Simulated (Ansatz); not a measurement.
# Molecular dynamics, with input and output: WH2ClOF3 (part 3 of 3)

The same run, continued: WH2ClOF3; RHF/def2-SVP (Ansatz 0.2.0). It belongs to a series of runs on one base structure; here: dynamics from the start.

Geometry of the input (Å):
```
W  -0.1233  0.0886  0.0226
O  -0.3141  -0.0154  1.8125
H  -0.6784  -0.1243  2.6785
F  1.7190  -0.1627  0.1202
F  0.3782  1.8894  -0.0950
Cl -2.3673  -0.4286  -0.1269
H  0.1507  -1.5469  -0.2283
F  -0.2144  0.1485  -1.8164
```

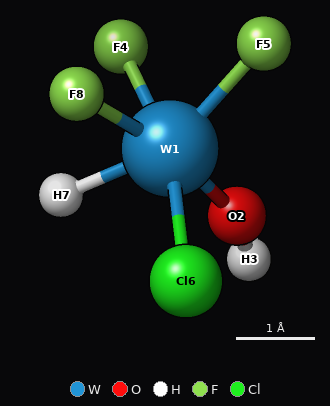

Fig. 1: The geometry at step 115 of the log (ball-and-stick view, seen at an oblique angle; atoms are numbered from 1 in the order of the input).

### Output, continued
```
md step   248: t =   124.00 fs  T =   180.8 K  F+E_penalty+E_count = -24487.07853590 eV  E_kin = 0.140215 eV  conserved = -24487.03059878 eV  (46 SCF iters)
md step   249: t =   124.50 fs  T =   175.4 K  F+E_penalty+E_count = -24487.07342517 eV  E_kin = 0.136051 eV  conserved = -24487.03033435 eV  (72 SCF iters)
these checks for a lower state are left out or cut short: starts, cluster_reference, orbital_swaps, neighbouring_geometries, increment
1193 factors; integrals over basis functions are off by at most 3.1e-4 eV
mean field -24487.08104924 eV, -899.8836306198 hartree, gradient 2.2e-5 eV, S^2 0.000000; 0 other end points of the search recorded, 0 dependent functions left out
the calculation of the forces begins
reference -24487.08104924 eV, -899.8836306198 hartree; 34, 34 occupied and 82, 82 virtual orbitals, 1193 factors
1193 factors; integrals over basis functions are off by at most 3.1e-4 eV
mean field evaluation 2496: about -24487.0808 eV, gradient 1.3e-1 eV
mean field -24487.08104924 eV, -899.8836306198 hartree, gradient 2.2e-5 eV, S^2 0.000000; 1 other end points of the search recorded, 0 dependent functions left out
the calculation of the forces begins
reference -24487.08104924 eV, -899.8836306198 hartree; 34, 34 occupied and 82, 82 virtual orbitals, 1193 factors
md step   250: t =   125.00 fs  T =   186.0 K  F+E_penalty+E_count = -24487.08104924 eV  E_kin = 0.144239 eV  conserved = -24487.03046151 eV  (73 SCF iters)
```

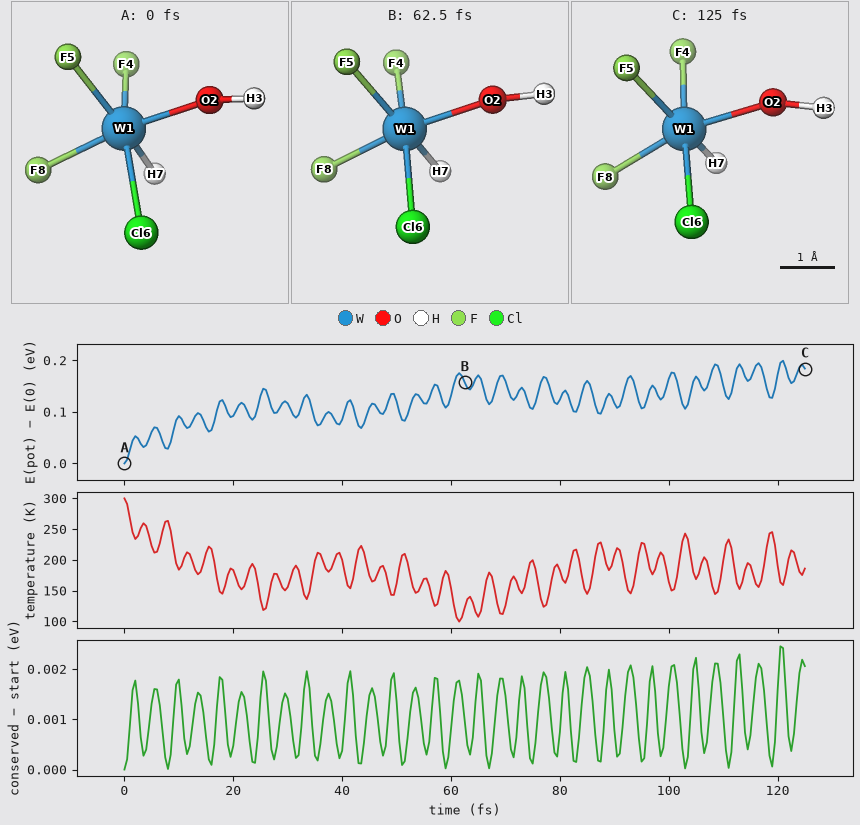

Fig. 2: Frames of the molecular dynamics (ball-and-stick, seen at a tilt) above the curves, on which the letters mark them. The trajectory kept here has 251 frames over 125 fs. The temperature starts at 300 K, ranges from 100 to 300 K and averages 179 K over the second half. The potential energy ends 0.184 eV above its first value. The conserved quantity stays within 0.0025 eV. After an unweighted best fit of the last frame on the first, the root-mean-square displacement is 0.28 Å, and Cl6 has moved furthest (0.53 Å).

```
Total energy: -24487.08104924 eV, -899.8836306198 hartree
Atom 0 at    -0.102574     0.041354     0.014088 Å, force     0.339254     0.132989     0.479947 eV/Å
Atom 1 at    -0.218484    -0.216483     1.796332 Å, force    -1.149388    -1.125682     1.867118 eV/Å
Atom 2 at    -0.551782    -0.591947     2.649448 Å, force     0.787329     0.878410    -1.988607 eV/Å
Atom 3 at     1.743527     0.176284     0.219074 Å, force     0.062526     0.091773    -0.353364 eV/Å
Atom 4 at     0.045959     1.904523    -0.122358 Å, force     0.225551    -0.261782    -0.252861 eV/Å
Atom 5 at    -2.393324    -0.122044    -0.111816 Å, force    -0.115022    -0.264028     0.099594 eV/Å
Atom 6 at     0.459412    -1.561330    -0.196612 Å, force    -0.286677     0.391562     0.133591 eV/Å
Atom 7 at    -0.162370    -0.125256    -1.820566 Å, force     0.136426     0.156758     0.014582 eV/Å
Dipole moment:    -0.338183    -0.491096     0.815629 e Å
```

### Trajectory as extended XYZ (Å, eV, eV/Å), 25 of the 251 frames kept, from step=0 to step=250
```
8
Properties=species:S:1:pos:R:3:forces:R:3 step=0 time_fs=0.0 energy=-24487.26519 temperature=300.0
W    -0.1233    0.0886    0.0226    0.0174   0.0110   0.0037
O    -0.3141   -0.0154    1.8125   -0.0104   0.0071  -0.0078
H    -0.6784   -0.1243    2.6785    0.0015  -0.0061   0.0057
F     1.7190   -0.1627    0.1202   -0.0009  -0.0006  -0.0012
F     0.3782    1.8894   -0.0950   -0.0050  -0.0046  -0.0026
Cl   -2.3673   -0.4286   -0.1269    0.0037  -0.0005   0.0021
H     0.1507   -1.5469   -0.2283   -0.0046  -0.0080  -0.0012
F    -0.2144    0.1485   -1.8164   -0.0017   0.0016   0.0013
8
Properties=species:S:1:pos:R:3:forces:R:3 step=10 time_fs=5.0 energy=-24487.20384 temperature=222.7
W    -0.1207    0.0918    0.0247   -0.2711  -1.2283   0.2382
O    -0.2968   -0.0341    1.8171   -0.4698  -0.0767   1.3508
H    -0.5747   -0.1697    2.7442    0.4579   0.2151  -1.6902
F     1.7234   -0.1657    0.1124   -0.1099   0.1325  -0.0824
F     0.3562    1.8970   -0.0914    0.0688   0.0103  -0.0107
Cl   -2.3821   -0.4207   -0.1415    0.3252   0.1038   0.1051
H     0.1437   -1.6030   -0.1752   -0.1252   0.8081   0.0045
F    -0.2139    0.1192   -1.8153    0.1241   0.0351   0.0847
8
Properties=species:S:1:pos:R:3:forces:R:3 step=21 time_fs=10.5 energy=-24487.17848 temperature=190.3
W    -0.1184    0.0939    0.0274   -1.1844   0.2225   0.5958
O    -0.2787   -0.0528    1.8227    0.3832   0.5218  -2.2394
H    -0.4476   -0.2115    2.7109   -0.4118  -0.3520   1.7754
F     1.7266   -0.1672    0.1026   -0.1658   0.1579  -0.1272
F     0.3332    1.9057   -0.0877    0.2613   0.1554  -0.0675
Cl   -2.3957   -0.4112   -0.1568    0.6000   0.1494   0.2164
H     0.1178   -1.5163   -0.1253    0.2736  -0.8874  -0.2779
F    -0.2114    0.0874   -1.8127    0.2438   0.0324   0.1244
8
Properties=species:S:1:pos:R:3:forces:R:3 step=31 time_fs=15.5 energy=-24487.20353 temperature=221.8
W    -0.1178    0.0957    0.0305   -0.9482  -1.0290   0.1058
O    -0.2607   -0.0660    1.8173   -0.0649   0.0600   0.3769
H    -0.3657   -0.2682    2.7448   -0.0250   0.0900  -0.5655
F     1.7274   -0.1663    0.0921   -0.1306   0.3021  -0.1161
F     0.3154    1.9153   -0.0852    0.2035  -0.0411  -0.0750
Cl   -2.4040   -0.4016   -0.1692    0.7292   0.1924   0.3003
H     0.1413   -1.5700   -0.1360   -0.0463   0.2789  -0.0798
F    -0.2061    0.0591   -1.8090    0.2822   0.1466   0.0534
8
Properties=species:S:1:pos:R:3:forces:R:3 step=42 time_fs=21.0 energy=-24487.15232 temperature=158.2
W    -0.1185    0.0962    0.0342   -0.8182  -1.1172  -0.4985
O    -0.2415   -0.0777    1.8102   -0.1466  -0.4664   2.0569
H    -0.2895   -0.3377    2.7532   -0.0046   0.4824  -1.7659
F     1.7265   -0.1609    0.0789   -0.0433   0.3698  -0.0718
F     0.2988    1.9251   -0.0835    0.1540  -0.2278  -0.1006
Cl   -2.4074   -0.3894   -0.1804    0.7530   0.1963   0.3699
H     0.1584   -1.5758   -0.1691   -0.1757   0.4965   0.1048
F    -0.1961    0.0300   -1.8041    0.2814   0.2662  -0.0948
8
Properties=species:S:1:pos:R:3:forces:R:3 step=52 time_fs=26.0 energy=-24487.12249 temperature=121.4
W    -0.1204    0.0953    0.0369   -1.1495   0.6308  -0.5392
O    -0.2249   -0.0897    1.8126   -0.0266   0.5346  -1.7021
H    -0.2433   -0.3755    2.6795   -0.1458  -0.6651   2.1832
F     1.7249   -0.1512    0.0659   -0.0055   0.2865  -0.0308
F     0.2858    1.9313   -0.0833    0.1888  -0.2352  -0.1481
Cl   -2.4051   -0.3770   -0.1881    0.7025   0.1640   0.4130
H     0.1411   -1.4958   -0.1810    0.1690  -1.0237  -0.0033
F    -0.1833    0.0070   -1.8006    0.2671   0.3081  -0.1728
8
Properties=species:S:1:pos:R:3:forces:R:3 step=62 time_fs=31.0 energy=-24487.17104 temperature=184.1
W    -0.1236    0.0948    0.0388   -0.4972  -0.8347  -0.7603
O    -0.2092   -0.1018    1.8151   -0.1643  -0.4655   1.3042
H    -0.2217   -0.4391    2.7179   -0.0549   0.3893  -0.9319
F     1.7233   -0.1377    0.0524   -0.0093   0.2856  -0.0151
F     0.2749    1.9343   -0.0849    0.0635  -0.3833  -0.1042
Cl   -2.3981   -0.3633   -0.1930    0.5627   0.1678   0.4168
H     0.1458   -1.5759   -0.1824   -0.1262   0.4833   0.2480
F    -0.1670   -0.0122   -1.7994    0.2256   0.3575  -0.1576
8
Properties=species:S:1:pos:R:3:forces:R:3 step=73 time_fs=36.5 energy=-24487.17935 temperature=197.7
W    -0.1280    0.0932    0.0399   -0.2736  -0.6453  -0.2761
O    -0.1946   -0.1178    1.8257   -0.2605  -0.5588   1.3909
H    -0.2164   -0.4885    2.7266    0.0049   0.6212  -1.4563
F     1.7213   -0.1187    0.0372   -0.0184   0.1798  -0.0129
F     0.2639    1.9322   -0.0882    0.0510  -0.2696  -0.0680
Cl   -2.3860   -0.3469   -0.1951    0.3201   0.1283   0.3819
H     0.1273   -1.5741   -0.1268    0.0007   0.2811   0.0743
F    -0.1457   -0.0284   -1.8001    0.1758   0.2634  -0.0339
8
Properties=species:S:1:pos:R:3:forces:R:3 step=83 time_fs=41.5 energy=-24487.14224 temperature=153.9
W    -0.1325    0.0910    0.0406   -0.2708   0.4847   0.2509
O    -0.1848   -0.1336    1.8381   -0.1908   1.1460  -2.6663
H    -0.2175   -0.4985    2.6723   -0.0854  -0.9427   2.2034
F     1.7191   -0.0989    0.0232   -0.0006   0.0616   0.0109
F     0.2546    1.9268   -0.0921    0.1078  -0.0296  -0.0244
Cl   -2.3726   -0.3310   -0.1943    0.0379   0.0547   0.3235
H     0.1139   -1.5230   -0.0577    0.2968  -0.8880  -0.2145
F    -0.1238   -0.0397   -1.8010    0.1051   0.1133   0.1166
8
Properties=species:S:1:pos:R:3:forces:R:3 step=94 time_fs=47.0 energy=-24487.16761 temperature=188.2
W    -0.1376    0.0887    0.0416    0.7714  -1.2453   0.1713
O    -0.1786   -0.1451    1.8386   -0.3708  -0.0233   0.2646
H    -0.2218   -0.5485    2.7088    0.0703   0.3470  -0.7721
F     1.7169   -0.0758    0.0079    0.0799   0.0967   0.0778
F     0.2456    1.9200   -0.0967   -0.0148  -0.0468   0.0523
Cl   -2.3576   -0.3129   -0.1910   -0.3547  -0.0120   0.2248
H     0.1565   -1.6136   -0.0316   -0.1464   0.7984  -0.1589
F    -0.0981   -0.0504   -1.8007   -0.0349   0.0854   0.1402
8
Properties=species:S:1:pos:R:3:forces:R:3 step=104 time_fs=52.0 energy=-24487.17129 temperature=196.5
W    -0.1414    0.0853    0.0427    0.9989  -0.3220  -0.0539
O    -0.1783   -0.1519    1.8339   -0.3532  -0.3594   0.8818
H    -0.2161   -0.5785    2.7011    0.0941   0.5563  -1.0884
F     1.7160   -0.0534   -0.0052    0.1964   0.0358   0.1836
F     0.2374    1.9134   -0.1004   -0.0017   0.1373   0.0490
Cl   -2.3463   -0.2963   -0.1862   -0.7360  -0.1109   0.1245
H     0.1750   -1.5635   -0.0491   -0.0265   0.0057  -0.1256
F    -0.0750   -0.0591   -1.7986   -0.1720   0.0574   0.0290
8
Properties=species:S:1:pos:R:3:forces:R:3 step=115 time_fs=57.5 energy=-24487.11423 temperature=128.2
W    -0.1441    0.0811    0.0439    1.1939   0.5566  -0.4953
O    -0.1831   -0.1585    1.8286   -0.1625   1.0072  -2.0275
H    -0.1956   -0.5750    2.6386    0.0104  -1.0368   2.2061
F     1.7177   -0.0281   -0.0168    0.2214  -0.0366   0.3316
F     0.2282    1.9080   -0.1038   -0.0258   0.2160   0.0306
Cl   -2.3395   -0.2789   -0.1800   -1.0074  -0.1825   0.0285
H     0.1945   -1.5256   -0.1020    0.0912  -0.6238   0.0226
F    -0.0518   -0.0678   -1.7958   -0.3213   0.0999  -0.0966
8
Properties=species:S:1:pos:R:3:forces:R:3 step=125 time_fs=62.5 energy=-24487.10753 temperature=122.0
W    -0.1449    0.0777    0.0442    1.8959  -0.7526  -1.0324
O    -0.1907   -0.1628    1.8203   -0.0564  -0.7242   1.5429
H    -0.1678   -0.6045    2.6822   -0.0027   0.6431  -1.1064
F     1.7222   -0.0052   -0.0232    0.1178  -0.0624   0.4284
F     0.2192    1.9058   -0.1064   -0.1685   0.0937   0.0606
Cl   -2.3404   -0.2640   -0.1741   -1.0627  -0.1712  -0.0480
H     0.2238   -1.6043   -0.1423   -0.2971   0.7974   0.3182
F    -0.0347   -0.0745   -1.7947   -0.4262   0.1762  -0.1633
8
Properties=species:S:1:pos:R:3:forces:R:3 step=135 time_fs=67.5 energy=-24487.14475 temperature=173.2
W    -0.1434    0.0737    0.0434    1.3411   0.4437  -0.7757
O    -0.1998   -0.1710    1.8207    0.1030  -0.4299   0.9843
H    -0.1310   -0.5899    2.6805   -0.0556   0.3710  -0.6406
F     1.7282    0.0171   -0.0243   -0.0179  -0.2122   0.4725
F     0.2082    1.9051   -0.1084   -0.1255   0.1917   0.0481
Cl   -2.3484   -0.2502   -0.1683   -0.9052  -0.1585  -0.0931
H     0.2003   -1.5487   -0.1177    0.1167  -0.3017   0.1153
F    -0.0228   -0.0792   -1.7954   -0.4567   0.0958  -0.1108
8
Properties=species:S:1:pos:R:3:forces:R:3 step=146 time_fs=73.0 energy=-24487.11791 temperature=145.7
W    -0.1396    0.0697    0.0412    0.9210   0.4276  -0.3367
O    -0.2086   -0.1825    1.8280   -0.1437   1.1461  -2.3932
H    -0.0987   -0.5488    2.6539    0.2640  -1.0011   2.2727
F     1.7346    0.0389   -0.0186   -0.1816  -0.2723   0.4635
F     0.1941    1.9068   -0.1098   -0.1199   0.1147   0.0931
Cl   -2.3643   -0.2359   -0.1627   -0.4967  -0.1087  -0.1004
H     0.2032   -1.5583   -0.0599    0.2023  -0.2871  -0.0899
F    -0.0161   -0.0832   -1.7975   -0.4454  -0.0191   0.0910
8
Properties=species:S:1:pos:R:3:forces:R:3 step=156 time_fs=78.0 energy=-24487.11320 temperature=144.8
W    -0.1348    0.0666    0.0388    0.9029  -0.8107  -0.0605
O    -0.2153   -0.1884    1.8278    0.4412  -0.2753   1.2190
H    -0.0626   -0.5511    2.7228   -0.3082   0.5915  -1.6124
F     1.7384    0.0555   -0.0071   -0.1983  -0.1935   0.4126
F     0.1793    1.9100   -0.1099   -0.1629  -0.1051   0.1337
Cl   -2.3828   -0.2235   -0.1581   -0.0951  -0.0636  -0.0963
H     0.2503   -1.6282   -0.0268   -0.1688   0.9101  -0.1403
F    -0.0160   -0.0870   -1.7987   -0.4108  -0.0534   0.1442
8
Properties=species:S:1:pos:R:3:forces:R:3 step=167 time_fs=83.5 energy=-24487.15148 temperature=201.0
W    -0.1282    0.0623    0.0359   -0.3129   0.9110   0.2180
O    -0.2189   -0.1914    1.8263    0.3972  -0.0763   0.5416
H    -0.0464   -0.5307    2.7116   -0.2434   0.3050  -0.9460
F     1.7398    0.0713    0.0119   -0.0278  -0.1462   0.3465
F     0.1607    1.9123   -0.1081   -0.0085  -0.0704   0.0879
Cl   -2.4041   -0.2101   -0.1538    0.2888  -0.0786  -0.0683
H     0.2776   -1.5295   -0.0303    0.2475  -0.7350  -0.2240
F    -0.0218   -0.0921   -1.7979   -0.3408  -0.1095   0.0444
8
Properties=species:S:1:pos:R:3:forces:R:3 step=177 time_fs=88.5 energy=-24487.13888 temperature=193.7
W    -0.1224    0.0591    0.0335   -0.4658   0.3199   0.0243
O    -0.2182   -0.1905    1.8210   -0.1733   0.9212  -2.4216
H    -0.0566   -0.5108    2.6595    0.3217  -0.8581   2.1764
F     1.7406    0.0841    0.0342    0.0981   0.0079   0.2879
F     0.1430    1.9132   -0.1053    0.0121  -0.2333   0.0426
Cl   -2.4220   -0.1983   -0.1502    0.6043  -0.0729  -0.0251
H     0.3425   -1.5492   -0.0834   -0.1040  -0.0684  -0.0048
F    -0.0318   -0.0982   -1.7964   -0.2932  -0.0163  -0.0795
8
Properties=species:S:1:pos:R:3:forces:R:3 step=188 time_fs=94.0 energy=-24487.12415 temperature=183.1
W    -0.1165    0.0560    0.0308   -0.4120  -0.4174  -0.3440
O    -0.2148   -0.1855    1.8052    0.3859  -0.6954   1.7000
H    -0.0718   -0.5365    2.7044   -0.3229   0.5702  -1.4881
F     1.7430    0.0985    0.0634    0.1519   0.0823   0.1751
F     0.1233    1.9109   -0.1015    0.0288  -0.2405  -0.0361
Cl   -2.4373   -0.1855   -0.1465    0.8127  -0.0668   0.0118
H     0.3848   -1.5874   -0.1413   -0.4189   0.6694   0.2494
F    -0.0474   -0.1051   -1.7963   -0.2254   0.0983  -0.2680
8
Properties=species:S:1:pos:R:3:forces:R:3 step=198 time_fs=99.0 energy=-24487.13625 temperature=206.9
W    -0.1117    0.0529    0.0279   -1.3181   1.2471  -0.1486
O    -0.2081   -0.1842    1.7974    0.0746  -0.4354   0.8252
H    -0.1239   -0.5366    2.6790   -0.1175   0.1641  -0.3591
F     1.7471    0.1128    0.0930    0.0795  -0.0536   0.0203
F     0.1055    1.9058   -0.0985    0.1759   0.0865  -0.1557
Cl   -2.4457   -0.1741   -0.1429    0.9197  -0.0885   0.0528
H     0.3416   -1.5077   -0.1431    0.3060  -1.0013   0.0479
F    -0.0650   -0.1105   -1.7995   -0.1202   0.0812  -0.2827
8
Properties=species:S:1:pos:R:3:forces:R:3 step=208 time_fs=104.0 energy=-24487.12896 temperature=207.5
W    -0.1083    0.0508    0.0247   -0.7670  -0.1597  -0.0928
O    -0.2013   -0.1871    1.7963   -0.1622   0.5490  -1.5395
H    -0.1898   -0.5296    2.6469   -0.0287  -0.7339   1.8402
F     1.7521    0.1269    0.1236   -0.1635  -0.0945  -0.1568
F     0.0893    1.9013   -0.0973    0.1579   0.1327  -0.1819
Cl   -2.4480   -0.1631   -0.1388    1.0024  -0.0734   0.0969
H     0.3414   -1.5854   -0.1257   -0.0233   0.2850   0.0713
F    -0.0845   -0.1148   -1.8060   -0.0156   0.0948  -0.0373
8
Properties=species:S:1:pos:R:3:forces:R:3 step=219 time_fs=109.5 energy=-24487.09108 temperature=168.9
W    -0.1057    0.0484    0.0210   -0.4419  -0.6475   0.2792
O    -0.1959   -0.1913    1.7947   -0.5219  -0.8099   1.9694
H    -0.2817   -0.5592    2.7033    0.1673   0.7363  -1.9019
F     1.7554    0.1415    0.1556   -0.2935  -0.1157  -0.3410
F     0.0734    1.8984   -0.0986    0.1815   0.2047  -0.2128
Cl   -2.4428   -0.1512   -0.1335    0.9069  -0.0923   0.1197
H     0.3425   -1.6182   -0.0921   -0.0860   0.6674  -0.0752
F    -0.1067   -0.1184   -1.8141    0.0876   0.0570   0.1626
8
Properties=species:S:1:pos:R:3:forces:R:3 step=229 time_fs=114.5 energy=-24487.10531 temperature=195.0
W    -0.1040    0.0456    0.0179   -0.9697   1.1222   0.7466
O    -0.1965   -0.1986    1.8003   -0.3879   0.0205  -0.3902
H    -0.3661   -0.5533    2.6563   -0.0327  -0.1077   0.2153
F     1.7547    0.1534    0.1811   -0.2650  -0.1413  -0.4247
F     0.0612    1.8984   -0.1028    0.3063   0.3101  -0.2590
Cl   -2.4314   -0.1408   -0.1276    0.6987  -0.1592   0.1372
H     0.3363   -1.5264   -0.0802    0.4870  -1.0350  -0.2953
F    -0.1263   -0.1210   -1.8195    0.1634  -0.0095   0.2701
8
Properties=species:S:1:pos:R:3:forces:R:3 step=240 time_fs=120.0 energy=-24487.09241 temperature=190.7
W    -0.1032    0.0434    0.0155    0.1020  -0.3349   0.6005
O    -0.2052   -0.2080    1.8031    0.1559   0.7344  -2.3348
H    -0.4489   -0.5544    2.6123   -0.5755  -0.8566   1.9979
F     1.7500    0.1652    0.2036   -0.1818   0.0242  -0.4118
F     0.0516    1.9021   -0.1112    0.2329  -0.1247  -0.2372
Cl   -2.4130   -0.1303   -0.1199    0.3695  -0.2034   0.1377
H     0.4216   -1.5964   -0.1350   -0.2669   0.6651  -0.0164
F    -0.1461   -0.1238   -1.8216    0.1639   0.0958   0.2641
8
Properties=species:S:1:pos:R:3:forces:R:3 step=250 time_fs=125.0 energy=-24487.08105 temperature=186.0
W    -0.1026    0.0414    0.0141    0.3393   0.1330   0.4799
O    -0.2185   -0.2165    1.7963   -1.1494  -1.1257   1.8671
H    -0.5518   -0.5919    2.6494    0.7873   0.8784  -1.9886
F     1.7435    0.1763    0.2191    0.0625   0.0918  -0.3534
F     0.0460    1.9045   -0.1224    0.2256  -0.2618  -0.2529
Cl   -2.3933   -0.1220   -0.1118   -0.1150  -0.2640   0.0996
H     0.4594   -1.5613   -0.1966   -0.2867   0.3916   0.1336
F    -0.1624   -0.1253   -1.8206    0.1364   0.1568   0.0146
```
